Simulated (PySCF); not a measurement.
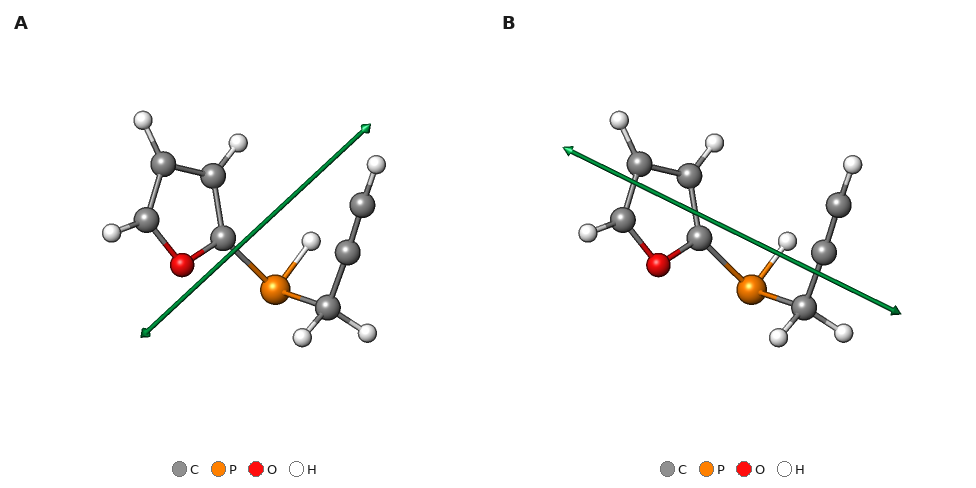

The double arrows show the directions of two transition dipoles from the ground state (lengths mean nothing). Computed geometry: GFN2-xTB optimisation. No frequency run is at hand to confirm it as a minimum. Method: TDDFT B3LYP/def2-SVPD, vertical, gas phase, core orbitals frozen in the response (PySCF 2.14.0).

One belongs to singlet state 1 and one to singlet state 3. Which is which?

A: state 3, 5.77 eV (215 nm), oscillator strength 0.023, mainly HOMO → LUMO+2 (weight 0.68).
B: state 1, 5.12 eV (242 nm), oscillator strength 0.23, mainly HOMO → LUMO (weight 0.92).

The geometry is semi-empirical. Around P such bond lengths and angles can be off by a tenth of an ångström or more and by several degrees, and values that hang on the shape move with them.
